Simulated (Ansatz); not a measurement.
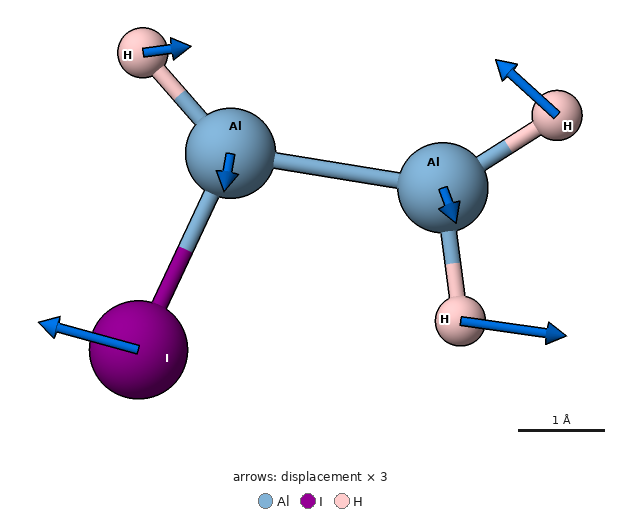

This is a relaxation of Al2H3I. The starting structure is drawn; blue arrows show the displacements, magnified 3 times. The two geometries are superimposed by the best rigid fit.

The picture is a ball-and-stick view, seen face on.

Computed with RKS PBE0-D4/def2-TZVP (Ansatz 0.2.0).

Input
```yaml
crystal:
  periodic: [false, false, false]
  atoms:
    - {symbol: Al, position_ang: [-0.971090, 0.559480, -0.734590]}
    - {symbol: Al, position_ang: [0.951790, 0.074200, 0.823400]}
    - {symbol: I, position_ang: [1.299300, -2.436820, 0.705980]}
    - {symbol: H, position_ang: [-1.430410, -0.818210, -1.351630]}
    - {symbol: H, position_ang: [-1.795140, 1.809490, -1.233680]}
    - {symbol: H, position_ang: [1.945540, 0.811840, 1.790530]}
basis:
  gaussian: {orbitals: def2-TZVP}
hamiltonian: {xc: pbe0, dispersion: d4}
relax: {f_tol: 0.005, max_steps: 200}
```

Launched with:
```bash
ansatz run in.yaml --threads 2 --pin off --events-out ev --progress --plain --max-ram 4352MiB
```

Q: What did the optimiser do to the structure, and how much energy did it gain?

A: H4 moves most after the best rigid fit: 0.42 Å. By element the largest moves are H 0.42 Å, I 0.41 Å, Al 0.16 Å. Near-neighbour distances that change, for instance: Al1–Al2 2.522 → 2.599 Å, Al2–I3 2.538 → 2.494 Å, Al2–H6 1.571 → 1.588 Å, Al1–H4 1.578 → 1.589 Å. Bond angles that change, for instance: Al2–Al1–H5 138.2° → 121.6°, Al2–Al1–H4 107.2° → 120.2°, Al1–Al2–I3 105.4° → 116.3°. The energy falls by 11.0 kJ/mol in 6 geometry steps. Largest force component: 0.48 eV/Å at the start, 0.002 eV/Å at the end. Cost: 9 s on 2 threads of AMD EPYC 9B45 (shared host).
